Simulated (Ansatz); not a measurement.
# Geometry relaxation, with input and output: CH7BFNOSi (part 2 of 2)

CH7BFNOSi, SMILES NBOC[SiH2]F; RKS revPBE/6-31G (Ansatz 0.2.0). It belongs to a series of runs on one base structure; here: end point B relaxed.

Geometry of the input (Å):
```
N  -0.5320  -2.6200  0.4524
B  -0.0709  -1.2174  0.8889
O  1.0101  -0.5650  0.1509
C  0.6105  0.3137  -0.8305
Si 1.8880  0.4913  -2.1808
F  1.3769  1.5811  -3.3656
H  -0.9669  -2.4464  -0.5063
H  -1.3256  -2.8200  1.0730
H  -0.5133  -0.6816  1.8961
H  -0.2949  0.0412  -1.2648
H  0.4654  1.3893  -0.3628
H  3.2015  0.9213  -1.6418
H  2.0927  -0.7866  -2.8101
```

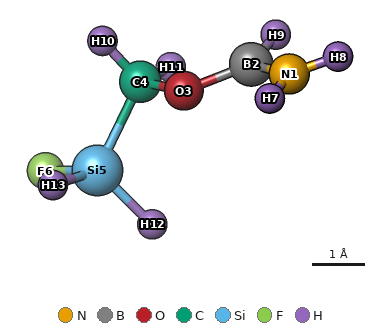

Figure 1. The geometry at step 17 of the log (ball-and-stick view, seen at a tilt; atoms are numbered from 1 in the order of the input).

**Trajectory as extended XYZ, continued**
```
13
Properties=species:S:1:pos:R:3:forces:R:3 step=7 energy=-15954.18791
N    -0.7901   -2.5080    0.6331    0.1273  -0.0547   0.1251
B    -0.1501   -1.2581    0.7888    0.0588   0.1466   0.0253
O     0.7246   -0.8062   -0.2518   -0.3348  -0.1561  -0.1405
C     0.4968    0.4788   -0.9459    0.1070   0.1297   0.1462
Si    1.9707    0.5511   -2.1993   -0.0532   0.0301  -0.0039
F     1.6581    1.8051   -3.3517    0.0245  -0.0261   0.0218
H    -0.6459   -3.0801   -0.2007   -0.0747   0.0072   0.0932
H    -1.3682   -2.9240    1.3657    0.1495   0.0455  -0.1755
H    -0.3202   -0.6070    1.7958   -0.0807   0.0483  -0.1179
H    -0.4839    0.4784   -1.4673    0.1375  -0.0011   0.0653
H     0.5189    1.3441   -0.2468   -0.0480  -0.1642  -0.0280
H     3.2622    0.8929   -1.4867   -0.0083  -0.0240   0.0085
H     2.0685   -0.7661   -2.9347   -0.0048   0.0189  -0.0195
13
Properties=species:S:1:pos:R:3:forces:R:3 step=8 energy=-15954.27164
N    -0.7485   -2.5731    0.7014    0.0858   0.3118   0.1641
B    -0.1982   -1.2569    0.7255   -0.0490  -0.2662  -0.1021
O     0.6180   -0.8801   -0.3956   -0.5120   0.3441   0.1514
C     0.5020    0.5060   -0.9520   -0.0769  -0.0990   0.1585
Si    1.9759    0.5664   -2.2003    0.0765   0.0697  -0.0072
F     1.7144    1.8519   -3.3320    0.0133  -0.0437   0.0534
H    -0.6353   -3.1821   -0.1131    0.0196   0.0662   0.2024
H    -1.2939   -2.9649    1.4746    0.2235   0.1243  -0.2522
H    -0.4106   -0.4993    1.6609    0.0392  -0.1629  -0.3154
H    -0.4752    0.6176   -1.4766    0.2418   0.0002   0.1647
H     0.5720    1.2958   -0.1624   -0.0254  -0.3626  -0.1968
H     3.2711    0.8567   -1.4689   -0.0038  -0.0208  -0.0099
H     2.0497   -0.7370   -2.9629   -0.0327   0.0389  -0.0110
13
Properties=species:S:1:pos:R:3:forces:R:3 step=9 energy=-15954.35943
N    -0.7062   -2.6060    0.7623    0.0560  -0.0036   0.0676
B    -0.2609   -1.2657    0.6638    0.0361   0.1763  -0.1680
O     0.5014   -0.8949   -0.4879   -0.3345   0.2324   0.0710
C     0.4917    0.5169   -0.9741   -0.0594  -0.1416   0.1963
Si    1.9878    0.5736   -2.1992    0.0168   0.0219  -0.0376
F     1.8080    1.9410   -3.2477    0.0161  -0.0313   0.0714
H    -0.5419   -3.2923    0.0252    0.0254   0.0605   0.0647
H    -1.2143   -2.9576    1.5725    0.0987   0.0654  -0.0920
H    -0.5268   -0.4499    1.5241    0.0233  -0.1154  -0.1309
H    -0.4639    0.7329   -1.4964    0.1259  -0.0803   0.0417
H     0.5865    1.2449   -0.1385    0.0349  -0.1868  -0.0867
H     3.2990    0.7335   -1.4547   -0.0320  -0.0168   0.0018
H     1.9809   -0.6753   -3.0507   -0.0072   0.0192   0.0007
13
Properties=species:S:1:pos:R:3:forces:R:3 step=10 energy=-15954.41320
N    -0.6161   -2.6056    0.8011    0.0089  -0.0140   0.0407
B    -0.3353   -1.2321    0.6281   -0.0232  -0.1563  -0.1136
O     0.3440   -0.8811   -0.5612    0.0129   0.2717  -0.0971
C     0.4582    0.5300   -0.9904   -0.0774  -0.0962  -0.0229
Si    1.9744    0.5329   -2.1896    0.0843   0.1305  -0.0567
F     1.9289    1.9876   -3.1313    0.0008  -0.0564   0.0581
H    -0.3626   -3.2887    0.0885   -0.0223  -0.0266   0.0717
H    -1.0844   -2.9754    1.6216    0.0129  -0.0306   0.0185
H    -0.6645   -0.4091    1.4405   -0.0065   0.0727   0.0491
H    -0.4621    0.8378   -1.5237    0.0306  -0.0316   0.0182
H     0.5921    1.2081   -0.1273    0.0346  -0.0136   0.0076
H     3.2812    0.5377   -1.4201   -0.0363  -0.0495   0.0067
H     1.8874   -0.6412   -3.1374   -0.0195   0.0000   0.0197
13
Properties=species:S:1:pos:R:3:forces:R:3 step=11 energy=-15954.41852
N    -0.5487   -2.6171    0.8449   -0.0553   0.3066  -0.1105
B    -0.3992   -1.2256    0.5694    0.2051  -0.4855   0.1929
O     0.2329   -0.8657   -0.6424    0.0107   0.0701  -0.1017
C     0.4235    0.5465   -1.0269   -0.1555   0.0355  -0.0299
Si    1.9713    0.5312   -2.1873    0.1438   0.0336  -0.0486
F     2.0578    2.0595   -3.0238    0.0176  -0.3391   0.1874
H    -0.2593   -3.3285    0.1729   -0.0133   0.0479   0.0765
H    -0.9643   -2.9766    1.7028    0.0542   0.1178  -0.1310
H    -0.7357   -0.3876    1.3646   -0.0960   0.0371   0.0339
H    -0.4723    0.9154   -1.5664    0.0845  -0.0354   0.0541
H     0.5834    1.1884   -0.1416   -0.0449   0.0059   0.0284
H     3.2509    0.3483   -1.3680   -0.1974   0.0670  -0.1570
H     1.8011   -0.5871   -3.1996    0.0466   0.1385   0.0056
13
Properties=species:S:1:pos:R:3:forces:R:3 step=12 energy=-15954.42805
N    -0.5467   -2.6112    0.8522    0.1664   0.2288  -0.0483
B    -0.3475   -1.2267    0.5921   -0.3576  -0.3107  -0.0994
O     0.2385   -0.8704   -0.6460    0.0764   0.0152   0.0613
C     0.4056    0.5425   -1.0380   -0.0437  -0.0035  -0.0324
Si    1.9625    0.5189   -2.1875    0.1461   0.1987  -0.0913
F     2.0958    2.0693   -2.9698   -0.0190  -0.2496   0.1165
H    -0.2595   -3.3296    0.1875   -0.0229   0.0418   0.0518
H    -0.9664   -2.9601    1.7098    0.0216   0.0691  -0.0433
H    -0.7392   -0.3817    1.3598    0.1296  -0.0146   0.0644
H    -0.4925    0.8953   -1.5826    0.0653  -0.0498   0.0468
H     0.5522    1.1903   -0.1535   -0.0200   0.0106  -0.0263
H     3.2299    0.3107   -1.3683   -0.1374  -0.0166  -0.0671
H     1.8085   -0.5466   -3.2569   -0.0050   0.0805   0.0673
13
Properties=species:S:1:pos:R:3:forces:R:3 step=13 energy=-15954.44283
N    -0.5199   -2.5947    0.8641   -0.0046   0.0075   0.0832
B    -0.3340   -1.2248    0.5666   -0.0784  -0.0812  -0.0016
O     0.2180   -0.8883   -0.6887   -0.0056   0.0693  -0.0525
C     0.3686    0.5295   -1.0757    0.0244  -0.0449   0.0312
Si    1.9569    0.5165   -2.1720   -0.0076   0.0446   0.0144
F     2.1577    2.0955   -2.8460    0.0460   0.0170  -0.0392
H    -0.2649   -3.3359    0.2136   -0.0176   0.0208   0.0037
H    -0.9201   -2.9092    1.7437    0.0360   0.0094  -0.0337
H    -0.6440   -0.3553    1.3438   -0.0018  -0.0499   0.0591
H    -0.5207    0.8664   -1.6383    0.0097  -0.0367  -0.0210
H     0.4741    1.1724   -0.1824    0.0129   0.0411  -0.0310
H     3.1751    0.2041   -1.3287   -0.0159  -0.0110  -0.0003
H     1.7944   -0.4752   -3.3012    0.0024   0.0140  -0.0123
13
Properties=species:S:1:pos:R:3:forces:R:3 step=14 energy=-15954.44797
N    -0.5073   -2.5945    0.8769   -0.0368  -0.0517   0.0372
B    -0.3390   -1.2274    0.5679    0.1060   0.0901  -0.1149
O     0.1981   -0.8881   -0.7008   -0.0797   0.0442   0.0840
C     0.3514    0.5289   -1.0939   -0.0220  -0.0470   0.0478
Si    1.9539    0.5213   -2.1701    0.0576   0.0035  -0.0207
F     2.2155    2.1091   -2.8070    0.0056  -0.0269   0.0082
H    -0.2715   -3.3386    0.2228   -0.0033   0.0109   0.0045
H    -0.8825   -2.9044    1.7686    0.0193  -0.0009  -0.0226
H    -0.6266   -0.3605    1.3575   -0.0186  -0.0387   0.0150
H    -0.5309    0.8554   -1.6726   -0.0079  -0.0211  -0.0150
H     0.4424    1.1818   -0.2061    0.0017   0.0153  -0.0188
H     3.1473    0.1525   -1.3130   -0.0212   0.0039  -0.0096
H     1.7908   -0.4345   -3.3314   -0.0008   0.0183   0.0050
13
Properties=species:S:1:pos:R:3:forces:R:3 step=15 energy=-15954.45053
N    -0.4910   -2.5905    0.8833   -0.0398  -0.0609   0.0314
B    -0.3311   -1.2240    0.5674    0.1045   0.1030  -0.0761
O     0.1752   -0.8848   -0.7131   -0.0727   0.0364   0.0757
C     0.3290    0.5293   -1.1133   -0.0158  -0.0160   0.0351
Si    1.9512    0.5184   -2.1624    0.0610   0.0220  -0.0445
F     2.2684    2.1154   -2.7568   -0.0134  -0.0846   0.0400
H    -0.2754   -3.3364    0.2244    0.0015   0.0105   0.0101
H    -0.8399   -2.8970    1.7869    0.0148  -0.0039  -0.0333
H    -0.6001   -0.3596    1.3673   -0.0098  -0.0320  -0.0066
H    -0.5461    0.8431   -1.7097    0.0039  -0.0102  -0.0096
H     0.4034    1.1927   -0.2314   -0.0112  -0.0047  -0.0106
H     3.1165    0.0940   -1.2896   -0.0401   0.0197  -0.0342
H     1.7811   -0.3996   -3.3544    0.0170   0.0208   0.0226
13
Properties=species:S:1:pos:R:3:forces:R:3 step=16 energy=-15954.45257
N    -0.4766   -2.5863    0.8854   -0.0258  -0.0407   0.0289
B    -0.3209   -1.2183    0.5695    0.0582   0.0608   0.0004
O     0.1495   -0.8767   -0.7215   -0.0537   0.0197   0.0359
C     0.3062    0.5330   -1.1295   -0.0054   0.0034  -0.0042
Si    1.9462    0.5119   -2.1556    0.0715   0.0648  -0.0244
F     2.3124    2.1137   -2.7127   -0.0332  -0.1177   0.0473
H    -0.2794   -3.3306    0.2186   -0.0016   0.0122   0.0190
H    -0.7987   -2.8946    1.7987    0.0152   0.0004  -0.0539
H    -0.5698   -0.3598    1.3830    0.0047  -0.0224  -0.0289
H    -0.5608    0.8357   -1.7440    0.0154  -0.0034   0.0042
H     0.3645    1.2064   -0.2536   -0.0076  -0.0177  -0.0149
H     3.0848    0.0443   -1.2696   -0.0424   0.0239  -0.0341
H     1.7840   -0.3775   -3.3703    0.0048   0.0167   0.0247
13
Properties=species:S:1:pos:R:3:forces:R:3 step=17 energy=-15954.45427
N    -0.4654   -2.5826    0.8845   -0.0094  -0.0277   0.0254
B    -0.3075   -1.2134    0.5711    0.0039   0.0359   0.0449
O     0.1228   -0.8702   -0.7316   -0.0374   0.0016   0.0094
C     0.2871    0.5357   -1.1450    0.0176   0.0218  -0.0059
Si    1.9446    0.5058   -2.1456    0.0010   0.0557  -0.0056
F     2.3386    2.1065   -2.6801   -0.0184  -0.0730   0.0293
H    -0.2909   -3.3244    0.2083   -0.0069   0.0174   0.0297
H    -0.7643   -2.8935    1.8051    0.0178   0.0028  -0.0648
H    -0.5309   -0.3590    1.3975    0.0214  -0.0238  -0.0479
H    -0.5707    0.8332   -1.7748    0.0260  -0.0049   0.0092
H     0.3324    1.2149   -0.2728   -0.0105  -0.0185  -0.0111
H     3.0604    0.0147   -1.2466   -0.0199   0.0152  -0.0199
H     1.7851   -0.3667   -3.3712    0.0146  -0.0025   0.0074
13
Properties=species:S:1:pos:R:3:forces:R:3 step=18 energy=-15954.45614
N    -0.4501   -2.5771    0.8806   -0.0040  -0.0320   0.0087
B    -0.2882   -1.2063    0.5716    0.0110   0.0215   0.0589
O     0.0672   -0.8604   -0.7535   -0.0446  -0.0279   0.0403
C     0.2544    0.5407   -1.1678    0.0134   0.0321  -0.0383
Si    1.9370    0.4962   -2.1292   -0.0157   0.0207   0.0449
F     2.3699    2.0923   -2.6365   -0.0087  -0.0020  -0.0044
H    -0.3230   -3.3141    0.1868   -0.0217   0.0544   0.0753
H    -0.7034   -2.8931    1.8137    0.0248   0.0060  -0.0954
H    -0.4446   -0.3569    1.4213    0.0194  -0.0470  -0.0965
H    -0.5853    0.8389   -1.8217    0.0290  -0.0094   0.0246
H     0.2798    1.2234   -0.2975    0.0058  -0.0116  -0.0186
H     3.0190   -0.0167   -1.2042   -0.0011   0.0015   0.0023
H     1.8087   -0.3660   -3.3649   -0.0077  -0.0064  -0.0018
13
Properties=species:S:1:pos:R:3:forces:R:3 step=19 energy=-15954.45688
N    -0.4460   -2.5752    0.8773    0.0238  -0.0666  -0.0080
B    -0.2624   -1.2063    0.5722   -0.0917   0.0427  -0.0570
O     0.0330   -0.8595   -0.7704   -0.0193  -0.0337   0.1236
C     0.2372    0.5406   -1.1815    0.0213   0.0389  -0.0198
Si    1.9355    0.4943   -2.1140   -0.0330  -0.0023   0.0108
F     2.3732    2.0876   -2.6259   -0.0014   0.0013   0.0017
H    -0.3699   -3.3093    0.1709   -0.0129   0.0975   0.1244
H    -0.6676   -2.8930    1.8182    0.0223   0.0050  -0.1102
H    -0.3805   -0.3558    1.4270    0.0642  -0.0605  -0.0844
H    -0.5912    0.8434   -1.8473    0.0323  -0.0179   0.0238
H     0.2536    1.2226   -0.3107   -0.0050  -0.0082  -0.0090
H     3.0044   -0.0135   -1.1701   -0.0071   0.0067  -0.0032
H     1.8220   -0.3749   -3.3472    0.0067  -0.0030   0.0072
13
Properties=species:S:1:pos:R:3:forces:R:3 step=20 energy=-15954.45708
N    -0.4453   -2.5718    0.8702   -0.0469  -0.1453  -0.0216
B    -0.2602   -1.2040    0.5621    0.1221   0.0274   0.0496
O    -0.0048   -0.8596   -0.7872   -0.0522   0.0415   0.0565
C     0.2194    0.5399   -1.1933    0.0166   0.0348  -0.0216
Si    1.9337    0.4908   -2.0953   -0.0377  -0.0051  -0.0180
F     2.3721    2.0814   -2.6179   -0.0020  -0.0205   0.0161
H    -0.4141   -3.3045    0.1553   -0.0154   0.1714   0.2055
H    -0.6265   -2.8909    1.8204    0.0229   0.0094  -0.1617
H    -0.2899   -0.3550    1.4290   -0.0337  -0.0983  -0.1223
H    -0.5962    0.8488   -1.8717    0.0372  -0.0182   0.0205
H     0.2263    1.2205   -0.3214   -0.0130  -0.0112  -0.0003
H     2.9905   -0.0044   -1.1293   -0.0207   0.0135  -0.0192
H     1.8365   -0.3903   -3.3222    0.0226   0.0005   0.0165
13
Properties=species:S:1:pos:R:3:forces:R:3 step=21 energy=-15954.45690 accepted=F
N    -0.4465   -2.5715    0.8708   -0.0261  -0.0744  -0.0539
B    -0.2529   -1.2054    0.5602    0.0873   0.0439   0.0977
O    -0.0283   -0.8556   -0.7902   -0.0228   0.0118  -0.0439
C     0.2112    0.5405   -1.2007    0.2749  -0.1268   0.2199
Si    1.9320    0.4857   -2.0887   -0.0224   0.0457  -0.0363
F     2.3626    2.0808   -2.6049    0.0037  -0.0172   0.0071
H    -0.4365   -3.3006    0.1542   -0.0140   0.1042   0.1592
H    -0.6116   -2.8900    1.8227    0.0114  -0.0083  -0.1076
H    -0.2574   -0.3591    1.4275   -0.0299  -0.0696  -0.0758
H    -0.5874    0.8473   -1.8815   -0.2366   0.0880  -0.1983
H     0.2159    1.2211   -0.3300   -0.0123   0.0216   0.0137
H     2.9911   -0.0006   -1.1220   -0.0266  -0.0071  -0.0008
H     1.8491   -0.3917   -3.3190    0.0134  -0.0118   0.0191
13
Properties=species:S:1:pos:R:3:forces:R:3 step=22 energy=-15954.45966
N    -0.4479   -2.5725    0.8707   -0.0021  -0.0424  -0.0210
B    -0.2468   -1.2071    0.5627   -0.0078   0.0233   0.0582
O    -0.0082   -0.8579   -0.7860   -0.0050   0.0176  -0.0139
C     0.2185    0.5408   -1.1934    0.0674  -0.0255   0.0210
Si    1.9306    0.4913   -2.0978   -0.0003   0.0090   0.0191
F     2.3646    2.0836   -2.6178   -0.0043  -0.0154  -0.0013
H    -0.4292   -3.3023    0.1575   -0.0063   0.0636   0.0944
H    -0.6283   -2.8912    1.8190    0.0104  -0.0034  -0.0702
H    -0.2794   -0.3597    1.4265    0.0087  -0.0523  -0.0551
H    -0.5937    0.8473   -1.8713   -0.0526   0.0144  -0.0321
H     0.2252    1.2209   -0.3217   -0.0025   0.0030  -0.0012
H     2.9860    0.0031   -1.1287   -0.0026   0.0025  -0.0028
H     1.8501   -0.3954   -3.3212   -0.0031   0.0057   0.0048
13
Properties=species:S:1:pos:R:3:forces:R:3 step=23 energy=-15954.46047
N    -0.4462   -2.5711    0.8671   -0.0012  -0.0088   0.0009
B    -0.2397   -1.2071    0.5593   -0.0006   0.0060   0.0059
O    -0.0221   -0.8542   -0.7924   -0.0019  -0.0084   0.0010
C     0.2126    0.5435   -1.1969    0.0026   0.0000  -0.0015
Si    1.9294    0.4896   -2.0899   -0.0073   0.0024   0.0029
F     2.3656    2.0776   -2.6191    0.0026   0.0005  -0.0020
H    -0.4446   -3.2996    0.1558   -0.0015   0.0038   0.0010
H    -0.6142   -2.8927    1.8153    0.0022   0.0027  -0.0027
H    -0.2499   -0.3639    1.4234    0.0034  -0.0051  -0.0031
H    -0.5978    0.8523   -1.8791    0.0017   0.0036  -0.0028
H     0.2149    1.2229   -0.3244   -0.0003   0.0024  -0.0026
H     2.9798    0.0081   -1.1125   -0.0006   0.0004   0.0009
H     1.8536   -0.4044   -3.3078    0.0010   0.0003   0.0021
13
Properties=species:S:1:pos:R:3:forces:R:3 step=24 energy=-15954.46071
N    -0.4452   -2.5701    0.8641   -0.0021  -0.0181   0.0010
B    -0.2309   -1.2074    0.5570    0.0009   0.0111  -0.0108
O    -0.0374   -0.8518   -0.7982   -0.0007  -0.0054   0.0125
C     0.2048    0.5451   -1.2017   -0.0103   0.0036  -0.0049
Si    1.9272    0.4886   -2.0829    0.0032  -0.0047   0.0011
F     2.3667    2.0736   -2.6180    0.0018   0.0027  -0.0015
H    -0.4653   -3.2965    0.1509   -0.0007   0.0067  -0.0037
H    -0.5980   -2.8938    1.8140    0.0020   0.0053   0.0039
H    -0.2150   -0.3671    1.4235    0.0019  -0.0033  -0.0001
H    -0.6004    0.8555   -1.8895    0.0051  -0.0014   0.0032
H     0.2027    1.2250   -0.3294    0.0002   0.0009  -0.0023
H     2.9710    0.0128   -1.0953   -0.0009   0.0009  -0.0001
H     1.8612   -0.4128   -3.2959   -0.0004   0.0017   0.0017
13
Properties=species:S:1:pos:R:3:forces:R:3 step=25 energy=-15954.46084
N    -0.4435   -2.5685    0.8597   -0.0060  -0.0335  -0.0028
B    -0.2171   -1.2075    0.5534    0.0040   0.0163  -0.0174
O    -0.0600   -0.8480   -0.8060   -0.0020  -0.0001   0.0247
C     0.1922    0.5473   -1.2099   -0.0012  -0.0020   0.0072
Si    1.9244    0.4864   -2.0714    0.0022  -0.0040  -0.0052
F     2.3692    2.0677   -2.6129    0.0027   0.0025   0.0002
H    -0.4989   -3.2904    0.1430    0.0030   0.0242   0.0163
H    -0.5711   -2.8951    1.8127    0.0019   0.0062  -0.0096
H    -0.1609   -0.3723    1.4239   -0.0003  -0.0103  -0.0102
H    -0.6046    0.8576   -1.9067   -0.0017  -0.0010  -0.0023
H     0.1826    1.2291   -0.3393   -0.0013   0.0003  -0.0009
H     2.9576    0.0180   -1.0690   -0.0033   0.0005  -0.0021
H     1.8714   -0.4232   -3.2789    0.0019   0.0008   0.0020
13
Properties=species:S:1:pos:R:3:forces:R:3 step=26 energy=-15954.46087
N    -0.4436   -2.5684    0.8598   -0.0042  -0.0097  -0.0006
B    -0.2172   -1.2073    0.5534    0.0153   0.0027  -0.0144
O    -0.0612   -0.8476   -0.8057   -0.0040   0.0014   0.0113
C     0.1912    0.5476   -1.2103    0.0002  -0.0069   0.0046
Si    1.9237    0.4863   -2.0716    0.0082  -0.0034   0.0033
F     2.3706    2.0678   -2.6112   -0.0001   0.0015  -0.0014
H    -0.4997   -3.2896    0.1433   -0.0002   0.0060   0.0005
H    -0.5697   -2.8950    1.8127    0.0005   0.0023   0.0009
H    -0.1570   -0.3734    1.4238   -0.0055   0.0019   0.0012
H    -0.6051    0.8569   -1.9078   -0.0082   0.0017  -0.0046
H     0.1809    1.2299   -0.3402    0.0011   0.0009  -0.0006
H     2.9552    0.0168   -1.0683   -0.0004  -0.0004   0.0001
H     1.8733   -0.4231   -3.2792   -0.0026   0.0020  -0.0002
13
Properties=species:S:1:pos:R:3:forces:R:3 step=27 energy=-15954.46089
N    -0.4420   -2.5681    0.8598    0.0005   0.0009  -0.0013
B    -0.2159   -1.2068    0.5536   -0.0005  -0.0010  -0.0003
O    -0.0615   -0.8469   -0.8052   -0.0017  -0.0003   0.0007
C     0.1901    0.5478   -1.2110    0.0020  -0.0002   0.0003
Si    1.9235    0.4855   -2.0710   -0.0007   0.0025  -0.0008
F     2.3733    2.0671   -2.6083    0.0004  -0.0013   0.0004
H    -0.4983   -3.2886    0.1427   -0.0001   0.0002  -0.0002
H    -0.5679   -2.8949    1.8126    0.0002   0.0002   0.0010
H    -0.1579   -0.3728    1.4243    0.0002   0.0006  -0.0011
H    -0.6062    0.8561   -1.9094    0.0000  -0.0012   0.0015
H     0.1793    1.2312   -0.3417   -0.0010  -0.0001  -0.0005
H     2.9532    0.0128   -1.0674    0.0008  -0.0003   0.0003
H     1.8716   -0.4215   -3.2803    0.0000   0.0002   0.0000
```

**Summary**

```json
{"quantity": "outcome", "value": "converged"}
{"quantity": "total energy", "value": "−15954.4609 eV"}
{"quantity": "mean-field energy", "value": "−15954.4609 eV"}
{"quantity": "largest force (length of the vector) at the end", "value": "0.003 eV/Å"}
{"quantity": "hardware", "value": "1 thread of an x86-64 CPU, shared host"}
{"quantity": "wall time", "value": "1.7 min"}
{"quantity": "peak memory", "value": "0.26 GiB"}
```
